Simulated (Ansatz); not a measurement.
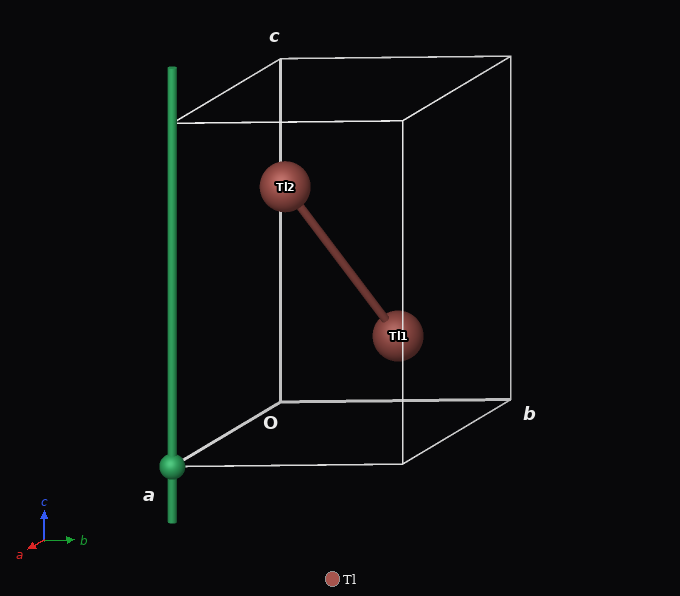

Crystal: Tl, the input geometry of an electronic-structure calculation (not necessarily at equilibrium). The coloured rod is the axis of a symmetry operation of the crystal, the small sphere its inversion point. All values are computed from the atomic coordinates in the standard setting (tolerance 0.002 Å).

a = 3.539 Å, b = 3.539 Å, c = 5.562 Å, α = 90.00°, β = 90.00°, γ = 120.00°.

| atom | x | y | z |
| --- | --- | --- | --- |
| Tl1 | 0.3333 | 0.6667 | 0.2500 |
| Tl2 | 0.6667 | 0.3333 | 0.7500 |

Take the operation x, y, z → x−y, x−1, −z.

**What kind of operation is it, and where does it lie?**

It is a −3 rotoinversion axis with its inversion point at (1, 0, 0), along [0 0 1].

**Onto which atom does it carry each atom (up to whole multiples of a, b and c)?**

Tl1 → Tl2, Tl2 → Tl1.

**What is the crystal's space group?**

P6₃/mmc, No. 194.
